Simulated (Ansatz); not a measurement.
# Geometry relaxation of BSiH₆

The run: geometry relaxation of BSiH₆, multiplicity 2. Method and program: UKS B3LYP-D4/def2-SVP (Ansatz 0.2.0).

The input holds or restrains some coordinates. Forces given for the steps count only the free coordinates. It belongs to a series of runs on one base structure; here: pulled along the bonds that form and break, towards end A. Figures and captions count atoms from 1; the log counts them from 0 in places.

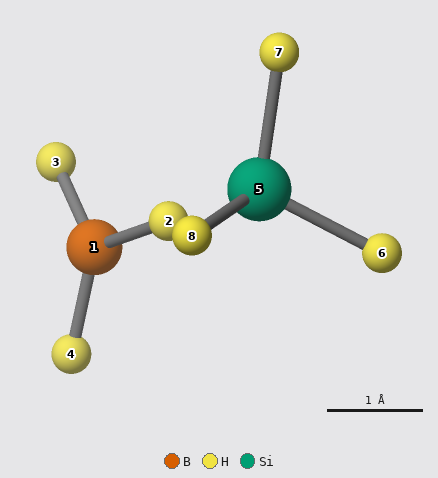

Fig. 1: The input geometry (ball-and-stick view, seen at a tilt; atoms are numbered from 1 in the order of the input). Bond lengths as drawn: B–H 1.19 to 1.44 Å and H–Si 1.46 Å.

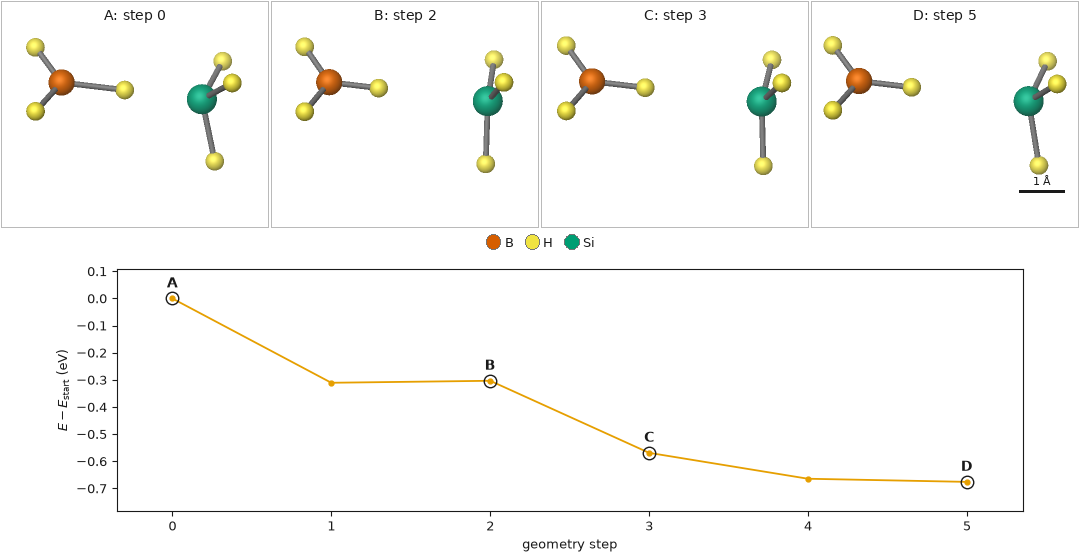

Fig. 2: Frames of the restrained relaxation (ball-and-stick view, seen at a tilt) above the curves, on which the letters mark them (the first geometry is step 0 here and step 1 in the log).

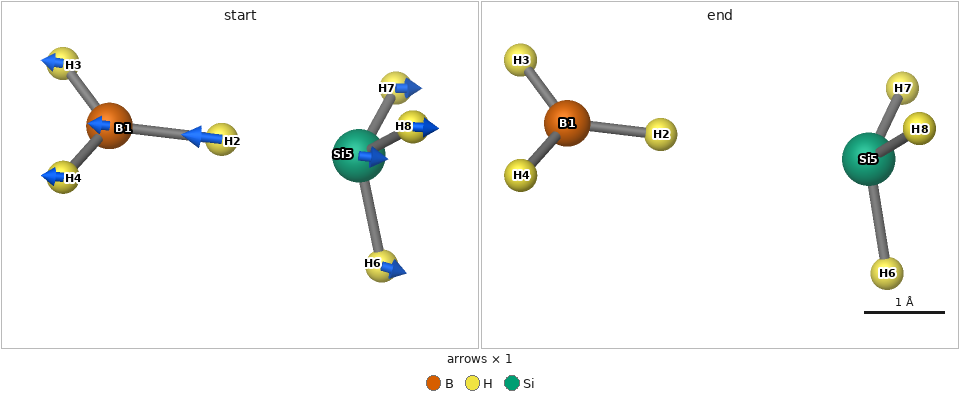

Fig. 3: Before (left) and after (right) the restrained relaxation, at one scale (ball-and-stick view, seen at a tilt). The blue arrows give the displacements, at true length. The atom that moves furthest after the best rigid fit is H2 (0.53 Å). By element the largest moves are H 0.53 Å, Si 0.38 Å, B 0.28 Å. Among the contacts that change: B1–H2 1.440 → 1.199 Å, Si5–H6 1.460 → 1.499 Å, B1–H3 1.190 → 1.204 Å. Among the angles that change: H6–Si5–H7 109.4° → 111.8°. After 5 geometry steps the energy has fallen by 0.676 eV. The largest force component goes from 1.4 to 0.29 eV/Å. (Atoms are counted from 1 in the order of the input.)

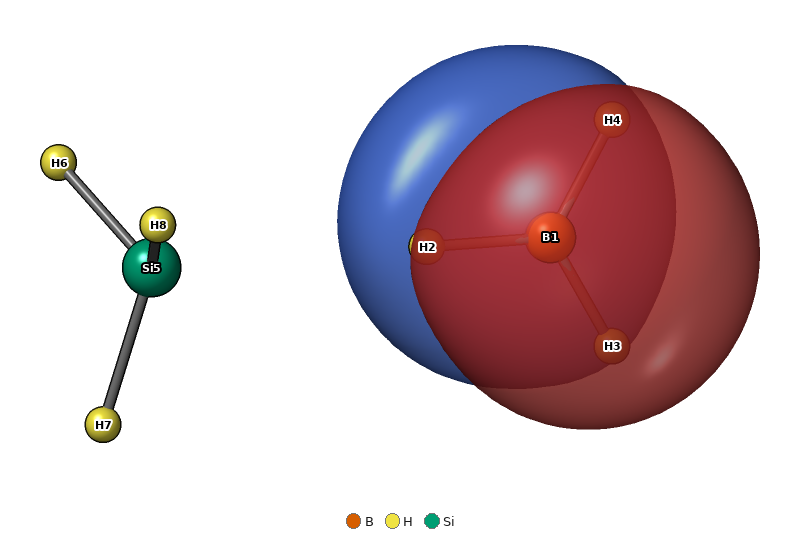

Fig. 4: The LUMO (α) at ±0.08 Å⁻³ᐟ² (red and blue are the two phases), seen at a tilt. It lies mainly on B1 (75 %). Its energy is −2.21 eV.

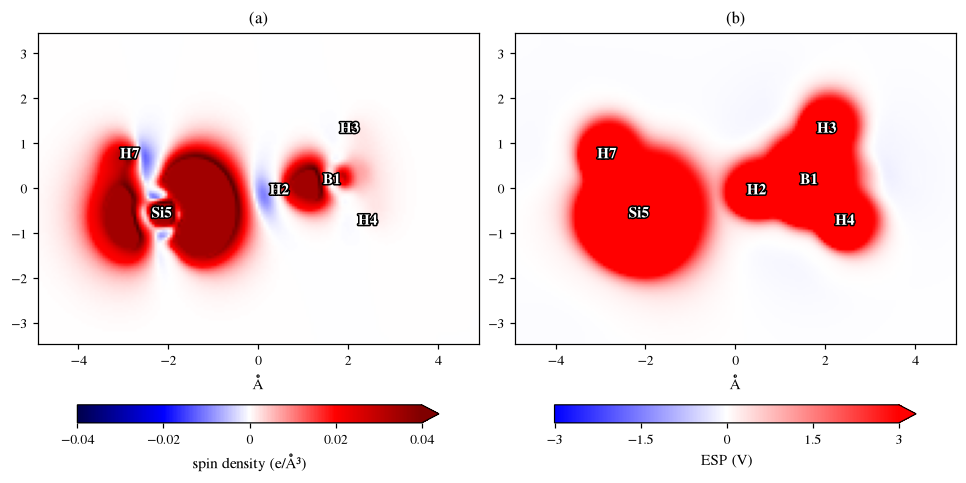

Fig. 5: (a) spin density (α minus β); (b) molecular electrostatic potential on the plane of atoms H2, B1 and H4. The unpaired spin (1 electron) lies mostly on Si5 (about 0.8), in electrons by Hirshfeld's partition.

These pictures come from the run below.

Input:
```yaml
crystal:
  periodic: [false, false, false]
  atoms:
    - { symbol: B, position_ang: [0.0, 0.0, 0.0] }
    - { symbol: H, position_ang: [0.0, 0.0, 1.44] }
    - { symbol: H, position_ang: [1.0305, 0.0, -0.595] }
    - { symbol: H, position_ang: [-1.0305, 0.0, -0.595] }
    - { symbol: Si, position_ang: [0.0, 0.0, 3.2] }
    - { symbol: H, position_ang: [-0.7436, -1.1581, 3.6874] }
    - { symbol: H, position_ang: [1.3747, -0.0649, 3.6874] }
    - { symbol: H, position_ang: [-0.6311, 1.223, 3.6874] }
magnetization:
  spin_polarized: true
  initial_magnetization: 1
basis:
  gaussian: { orbitals: def2-SVP }
hamiltonian:
  xc: b3lyp
  dispersion: d4
relax:
  f_tol: 0.15
  max_steps: 25
  restrain:
    - { distance: [1, 4], at: 2.66, k: 30.0 }
    - { distance: [0, 1], at: 1.19, k: 30.0 }
output:
  orbitals: {}
```

Launched with:
```bash
ansatz run input.yaml --threads 1 --pin off --max-ram 2048MiB --backend cpu --events-out ev --progress --plain --runs-dir out
```

What the program printed:
```
The last accepted step is kept in [file] (removed where the run ends without a failure and the disk answers)
Engine: ansatz 0.2.0, aarch64-unknown-linux-gnu
Functional definition: B3LYP
  parameter a0 = 0.2
  parameter ax = 0.72
  parameter ac = 0.81
  exchange = (1 - a0 - ax)*slater_x + ax*b88_x + a0*exact_x
  correlation = (1 - ac)*vwn_rpa_c + ac*lyp_c
667 factors; integrals over basis functions are off by at most 5.8e-4 eV
mean field evaluation 1: about -8644.8413 eV, gradient 9.0e0 eV
mean field evaluation 2: about -8645.4177 eV, gradient 4.5e0 eV
mean field evaluation 4: about -8645.5834 eV, gradient 2.7e-1 eV
mean field evaluation 8: about -8645.5906 eV, gradient 6.0e-3 eV
mean field evaluation 16: about -8645.5906 eV, gradient 3.2e-5 eV
mean field evaluation 32: about -8644.9454 eV, gradient 7.8e-1 eV
mean field -8645.59059815 eV, -317.7195942903 hartree, gradient 2.8e-7 eV, S^2 0.754480; 3 other end points of the search recorded, 0 dependent functions left out
the calculation of the forces begins
reference -8645.59084994 eV, -317.7196035432 hartree; 13, 12 occupied and 49, 50 virtual orbitals, 667 factors
relax step   1: F+E_penalty+E_count = -8645.73671942 eV  Δ(F+E_penalty+E_count) = +0.000e0 eV  max|allowed force component| = 1.384e0 eV/Å  E_restraint = 13.08750000 eV  max|allowed force component, restraints' pulls added| = 3.588e1 eV/Å  Δτ_max = 0.0000 Å  (89 SCF iters, accepted)
  distance H 1 - Si 4 = 1.7600 Å
  distance B 0 - H 1 = 1.4400 Å
these checks for a lower state are left out or cut short: starts, cluster_reference, orbital_swaps, neighbouring_geometries, increment
667 factors; integrals over basis functions are off by at most 6.1e-4 eV
mean field -8645.89879519 eV, -317.7309203225 hartree, gradient 3.3e-5 eV, S^2 0.753119; 0 other end points of the search recorded, 0 dependent functions left out
the calculation of the forces begins
reference -8645.89904754 eV, -317.7309295964 hartree; 13, 12 occupied and 49, 50 virtual orbitals, 667 factors
relax step   2: F+E_penalty+E_count = -8646.04726077 eV  Δ(F+E_penalty+E_count) = -3.105e-1 eV  max|allowed force component| = 1.019e0 eV/Å  E_restraint = 4.39078941 eV  max|allowed force component, restraints' pulls added| = 1.870e1 eV/Å  Δτ_max = 0.1949 Å  (31 SCF iters, accepted)
  distance H 1 - Si 4 = 2.1223 Å
  distance B 0 - H 1 = 1.2496 Å
these checks for a lower state are left out or cut short: starts, cluster_reference, orbital_swaps, neighbouring_geometries, increment
667 factors; integrals over basis functions are off by at most 5.7e-4 eV
mean field -8645.89997269 eV, -317.7309635949 hartree, gradient 2.3e-5 eV, S^2 0.753802; 0 other end points of the search recorded, 0 dependent functions left out
the calculation of the forces begins
reference -8645.90022809 eV, -317.7309729805 hartree; 13, 12 occupied and 49, 50 virtual orbitals, 667 factors
relax step   3: F+E_penalty+E_count = -8646.03993758 eV  Δ(F+E_penalty+E_count) = +7.323e-3 eV  max|allowed force component| = 2.084e0 eV/Å  E_restraint = 0.50251311 eV  max|allowed force component, restraints' pulls added| = 4.835e0 eV/Å  Δτ_max = 0.1947 Å  (26 SCF iters, accepted)
  distance H 1 - Si 4 = 2.4878 Å
  distance B 0 - H 1 = 1.1281 Å
these checks for a lower state are left out or cut short: starts, cluster_reference, orbital_swaps, neighbouring_geometries, increment
667 factors; integrals over basis functions are off by at most 6.8e-4 eV
mean field -8646.17601530 eV, -317.7411079736 hartree, gradient 2.2e-5 eV, S^2 0.753131; 0 other end points of the search recorded, 0 dependent functions left out
the calculation of the forces begins
reference -8646.17628029 eV, -317.7411177118 hartree; 13, 12 occupied and 49, 50 virtual orbitals, 667 factors
relax step   4: F+E_penalty+E_count = -8646.30544668 eV  Δ(F+E_penalty+E_count) = -2.655e-1 eV  max|allowed force component| = 5.352e-1 eV/Å  E_restraint = 0.00610852 eV  max|allowed force component, restraints' pulls added| = 8.353e-1 eV/Å  Δτ_max = 0.1917 Å  (27 SCF iters, accepted)
  distance H 1 - Si 4 = 2.6568 Å
  distance B 0 - H 1 = 1.2099 Å
these checks for a lower state are left out or cut short: starts, cluster_reference, orbital_swaps, neighbouring_geometries, increment
667 factors; integrals over basis functions are off by at most 7.0e-4 eV
mean field evaluation 64: about -8646.2736 eV, gradient 1.6e-5 eV
mean field -8646.27363403 eV, -317.7446953959 hartree, gradient 1.6e-5 eV, S^2 0.751640; 0 other end points of the search recorded, 0 dependent functions left out
the calculation of the forces begins
reference -8646.27390389 eV, -317.7447053130 hartree; 13, 12 occupied and 49, 50 virtual orbitals, 667 factors
relax step   5: F+E_penalty+E_count = -8646.40091659 eV  Δ(F+E_penalty+E_count) = -9.547e-2 eV  max|allowed force component| = 7.245e-1 eV/Å  E_restraint = 0.01190209 eV  max|allowed force component, restraints' pulls added| = 9.286e-1 eV/Å  Δτ_max = 0.2000 Å  (26 SCF iters, accepted)
  distance H 1 - Si 4 = 2.6660 Å
  distance B 0 - H 1 = 1.2175 Å
these checks for a lower state are left out or cut short: starts, cluster_reference, orbital_swaps, neighbouring_geometries, increment
667 factors; integrals over basis functions are off by at most 7.1e-4 eV
mean field -8646.28435811 eV, -317.7450894985 hartree, gradient 6.4e-5 eV, S^2 0.751892; 0 other end points of the search recorded, 0 dependent functions left out
the calculation of the forces begins
reference -8646.28462576 eV, -317.7450993346 hartree; 13, 12 occupied and 49, 50 virtual orbitals, 667 factors
relax step   6: F+E_penalty+E_count = -8646.41246177 eV  Δ(F+E_penalty+E_count) = -1.155e-2 eV  max|allowed force component| = 2.910e-1 eV/Å  E_restraint = 0.00219320 eV  max|allowed force component, restraints' pulls added| = 1.180e-1 eV/Å  Δτ_max = 0.0729 Å  (24 SCF iters, accepted)
  distance H 1 - Si 4 = 2.6678 Å
  distance B 0 - H 1 = 1.1992 Å
667 factors; integrals over basis functions are off by at most 7.1e-4 eV
mean field -8646.28435811 eV, -317.7450894985 hartree, gradient 6.4e-5 eV, S^2 0.751892; 1 other end points of the search recorded, 0 dependent functions left out
the calculation of the forces begins
reference -8646.28462576 eV, -317.7450993346 hartree; 13, 12 occupied and 49, 50 virtual orbitals, 667 factors
Total energy: -8646.41272943 eV, -317.7498070574 hartree
Atom 0 at    -0.000933     0.000027    -0.284435 Å, force    -0.000572     0.002503    -0.291023 eV/Å
Atom 1 at    -0.001135     0.000489     0.914771 Å, force    -0.000161    -0.000605     0.105711 eV/Å
Atom 2 at     1.044132     0.000075    -0.882675 Å, force     0.002370    -0.000825    -0.013472 eV/Å
Atom 3 at    -1.045675     0.000127    -0.883213 Å, force    -0.002825    -0.000833    -0.013615 eV/Å
Atom 4 at     0.002430    -0.000449     3.582608 Å, force     0.000134    -0.000014     0.120465 eV/Å
Atom 5 at    -0.773848    -1.205770     4.019475 Å, force     0.064326     0.100416     0.029992 eV/Å
Atom 6 at     1.431798    -0.067666     4.027497 Å, force    -0.117955     0.005574     0.032269 eV/Å
Atom 7 at    -0.656769     1.273167     4.018172 Å, force     0.054684    -0.106216     0.029673 eV/Å
Dipole moment:     0.000102    -0.000096    -0.068676 e Å
```

Trajectory as extended XYZ (Å, eV, eV/Å), 6 frames, from step=1 to step=6:
```
8
Properties=species:S:1:pos:R:3:forces:R:3 step=1 energy=-8645.73672
B     0.0000    0.0000    0.0000   -0.0023  -0.0002   0.4528
H     0.0000    0.0000    1.4400    0.0000  -0.0002  -1.3837
H     1.0305    0.0000   -0.5950    0.4292   0.0003  -0.0608
H    -1.0305    0.0000   -0.5950   -0.4300   0.0003  -0.0604
Si    0.0000    0.0000    3.2000    0.0148  -0.0025   0.3895
H    -0.7436   -1.1581    3.6874   -0.3551  -0.5492   0.2196
H     1.3747   -0.0649    3.6874    0.6459  -0.0304   0.2234
H    -0.6311    1.2230    3.6874   -0.3025   0.5818   0.2196
8
Properties=species:S:1:pos:R:3:forces:R:3 step=2 energy=-8646.04726
B     0.0000    0.0000   -0.0045   -0.0013   0.0003   0.2648
H     0.0000    0.0000    1.2451    0.0003  -0.0001  -0.7838
H     1.0353    0.0000   -0.5956    0.2850   0.0000  -0.1233
H    -1.0353    0.0000   -0.5956   -0.2861   0.0000  -0.1233
Si    0.0001    0.0000    3.3674    0.0057  -0.0013  -0.4982
H    -0.7541   -1.1744    3.6985   -0.5527  -0.8581   0.4198
H     1.3940   -0.0658    3.6985    1.0189  -0.0481   0.4247
H    -0.6400    1.2402    3.6985   -0.4697   0.9071   0.4194
8
Properties=species:S:1:pos:R:3:forces:R:3 step=3 energy=-8646.03994
B     0.0000    0.0000   -0.0538   -0.0004  -0.0001  -1.6938
H    -0.0001    0.0000    1.0743    0.0001   0.0001   2.0841
H     1.0450    0.0000   -0.6123    0.3297   0.0001  -0.3965
H    -1.0450    0.0000   -0.6123   -0.3306   0.0001  -0.3967
Si    0.0002    0.0000    3.5621   -0.0001   0.0000  -0.3323
H    -0.7747   -1.2064    3.7180   -0.3976  -0.6181   0.2442
H     1.4322   -0.0676    3.7183    0.7364  -0.0348   0.2474
H    -0.6575    1.2741    3.7180   -0.3376   0.6527   0.2437
8
Properties=species:S:1:pos:R:3:forces:R:3 step=4 energy=-8646.30545
B    -0.0005    0.0000   -0.2156   -0.0004   0.0022   0.0019
H    -0.0004    0.0003    0.9943    0.0000  -0.0006  -0.1423
H     1.0527    0.0001   -0.8038   -0.0711  -0.0007  -0.0427
H    -1.0536    0.0001   -0.8038    0.0707  -0.0007  -0.0428
Si    0.0009   -0.0002    3.6511    0.0061  -0.0010  -0.5352
H    -0.7875   -1.2267    3.8955   -0.0277  -0.0420   0.2533
H     1.4567   -0.0688    3.8997    0.0462  -0.0021   0.2547
H    -0.6684    1.2953    3.8948   -0.0239   0.0451   0.2531
8
Properties=species:S:1:pos:R:3:forces:R:3 step=5 energy=-8646.40092
B    -0.0007    0.0003   -0.3325   -0.0006  -0.0021   0.0484
H    -0.0008    0.0003    0.8850   -0.0002   0.0009  -0.2845
H     1.0498    0.0000   -0.9282   -0.0826   0.0008   0.0250
H    -1.0511    0.0000   -0.9286    0.0823   0.0007   0.0251
Si    0.0018   -0.0003    3.5511    0.0094  -0.0018   0.7245
H    -0.7593   -1.1828    4.0868    0.0386   0.0599  -0.1791
H     1.4047   -0.0664    4.0928   -0.0791   0.0037  -0.1806
H    -0.6445    1.2490    4.0858    0.0322  -0.0621  -0.1788
8
Properties=species:S:1:pos:R:3:forces:R:3 step=6 energy=-8646.41246
B    -0.0009    0.0000   -0.2844   -0.0006   0.0025  -0.2910
H    -0.0011    0.0005    0.9148   -0.0002  -0.0006   0.1057
H     1.0441    0.0001   -0.8827    0.0024  -0.0008  -0.0135
H    -1.0457    0.0001   -0.8832   -0.0028  -0.0008  -0.0136
Si    0.0024   -0.0004    3.5826    0.0001   0.0000   0.1205
H    -0.7738   -1.2058    4.0195    0.0643   0.1004   0.0300
H     1.4318   -0.0677    4.0275   -0.1180   0.0056   0.0323
H    -0.6568    1.2732    4.0182    0.0547  -0.1062   0.0297
```

Summary:

| quantity | value |
| --- | --- |
| outcome | converged under the restraints of the input |
| total energy | −8646.4127 eV |
| mean-field energy | −8646.2846 eV |
| ⟨S²⟩ | 0.752 |
| largest force (length of the vector) at the end, held atoms and coordinates included | 0.291 eV/Å |
| hardware | 1 thread of Arm Neoverse V1, 24 GiB of memory available, shared host |
| wall time | 18 s |
| peak memory | 0.14 GiB |
